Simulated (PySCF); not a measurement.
## A study: CH$_{2}$S, SMILES `C=S`

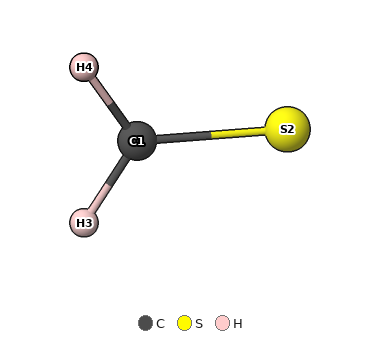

The molecule, with its atoms numbered as below. No frequency check shows the geometry to be a minimum.

Geometry (Å), atoms numbered from 1:

```
C1       1.0229    0.0000    0.0000
S2      -0.5823    0.0000    0.0000
H3       1.5898    0.9220    0.0000
H4       1.5898   -0.9220    0.0000
```

### 1. Bonding charge

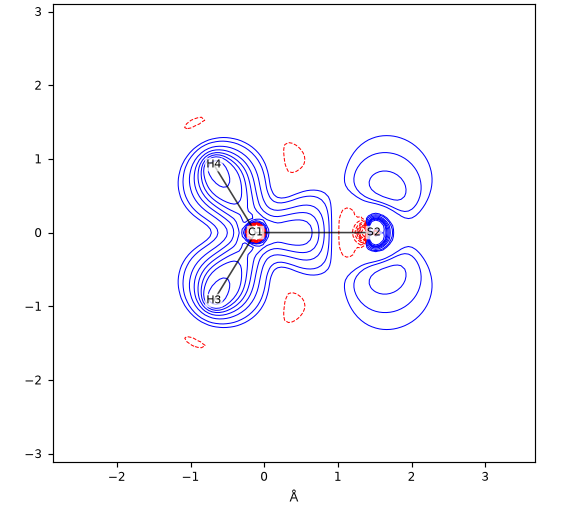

Deformation density (molecule less spherical, spin-averaged free atoms) in the molecular plane; contours at ±0.05 to ±0.8 e/Å³; solid blue lines: gain, dashed red lines: loss.

PySCF calculation, M06-2X/def2-SVPD, gas phase; geometry: GFN2-xTB.

Describe the bonding that the map shows.

Answer. C1–H4 and C1–H3: +0.77 e/Å³ at the bond critical point (bond length 1.08 Å). C1–S2: +0.10 e/Å³ at the bond critical point (bond length 1.60 Å); up to 0.6 Å beside the axis the gain reaches +0.49 e/Å³. In all, 1.0 electrons gather in the regions of gain relative to the promolecule. A small or negative value marks a very polar bond, one between electron-rich atoms, whose free-atom densities already overlap strongly, a long bond to a heavier atom, or a closed-shell contact such as a hydrogen bond.

Where do the Hirshfeld charges lie?

Answer. The highest Hirshfeld charge is on H3 and H4 (+0.06 e), the lowest on S2 (−0.08 e).

```json
{"atom": "C1", "charge (e)": "−0.04"}
{"atom": "S2", "charge (e)": "−0.08"}
{"atom": "H3", "charge (e)": "+0.06"}
{"atom": "H4", "charge (e)": "+0.06"}
```

### 2. Bond critical points

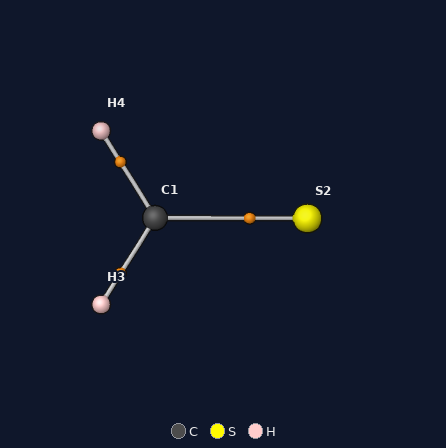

Molecular graph of the electron density (QTAIM): bond paths, bond critical points (orange), ring points (yellow, if any); weak paths are dashed.

How many critical points of each kind are there, and does the count close?

Answer. 4 nuclei, 3 bond, 0 ring and 0 cage critical points: 4 − 3 + 0 − 0 = 1, as the Poincaré–Hopf relation requires.

Give the properties at the bond critical points.

Answer.
```json
{"bond": "C1–H4 (2 alike)", "length (Å)": "1.082", "ρ (a.u.)": "0.286", "∇²ρ (a.u.)": "−1.13", "ε": "0.01", "H (a.u.)": "−0.317"}
{"bond": "C1–S2", "length (Å)": "1.605", "ρ (a.u.)": "0.236", "∇²ρ (a.u.)": "+0.42", "ε": "0.02", "H (a.u.)": "−0.272"}
```

What kind of interaction is C1–S2?

Answer. Polar or intermediate (positive Laplacian, negative energy density H): ρ = 0.236, ∇²ρ = +0.42, H = −0.272 a.u.

### 3. Electrostatic potential

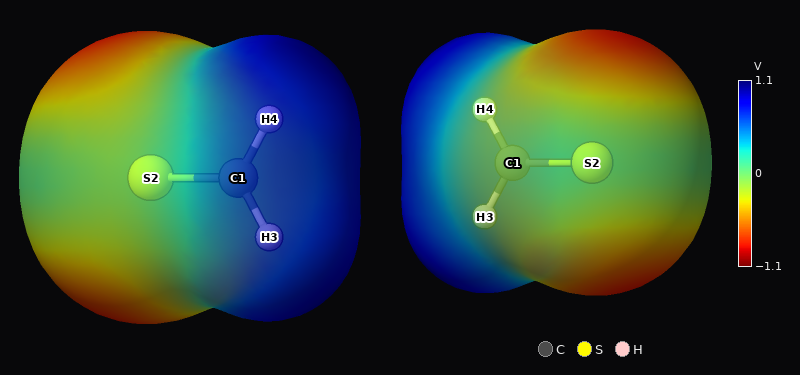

Electrostatic potential on the surface of electron density 0.001 a.u. (back view left, front view right).

Where are the extremes of the potential on the surface?

Answer. Highest: 1.01 V, 1.3 Å from H3, and at like points elsewhere. Further maxima include 0.04 V, off the molecular plane, over S2 (2.1 Å), and at like points elsewhere. Lowest: −0.85 V, 2.3 Å from S2, and at like points elsewhere. The surface is sampled at points, so like sites can differ by a few per cent and only the strongest of them is named.

### 4. Excited states

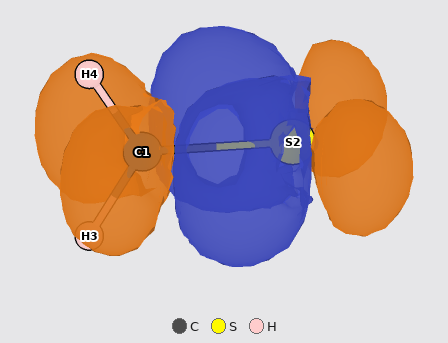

Unrelaxed difference density of S₃ less the ground state (TDA singlet states), ±0.015 e/Å³; orange: gain, blue: loss.

Computed with PySCF, CAM-B3LYP/cc-pVTZ, geometry: GFN2-xTB. Without diffuse functions Rydberg states are missing, so the states' numbers hold for this basis only.

How does the charge move on excitation?

Answer. 0.33 e is displaced in all, mostly between regions of the same atoms. The state: 6.94 eV (179 nm), f = 0.255 (bright), π → π*; the leading pair carries 87 %; hole on S2 (59 %) and C1 (34 %), electron on S2 (50 %), C1 (38 %) and H3 and H4 (6 % each); their centroids lie 0.1 Å apart; S₂ and S₄ lie within 0.1 eV of it.

### 5. In an electric field

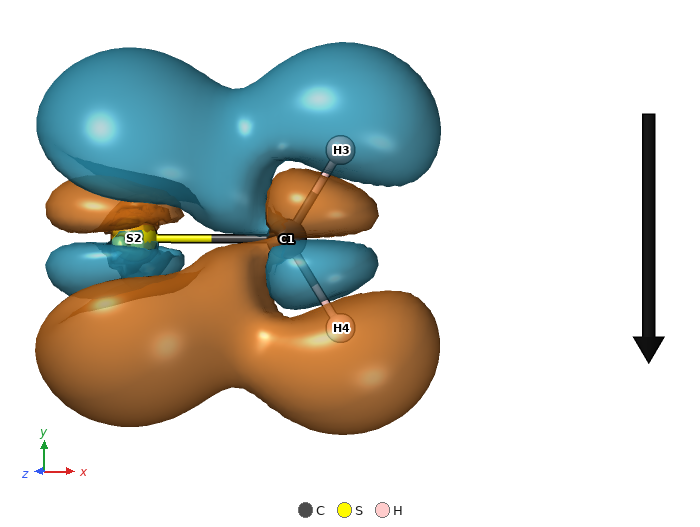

Change of the electron density in a uniform field of 0.26 V/Å along −y (arrow), surfaces at ±0.0008 e/Å³ (light blue: gain, orange: loss).

Computed with PySCF, CAM-B3LYP/6-31+G*, geometry: GFN2-xTB. The basis has diffuse s and p functions alone, which still leaves polarisabilities too small, most of all across bonds.

The field was applied in both directions; the picture shows the one opposite to the script's first.

What dipole is induced, and what polarisability does it imply?

Answer. The induced dipole is 0.29 D (along the field); α along this axis, from the fields in both directions, is 23 bohr³ (3.4 Å³).
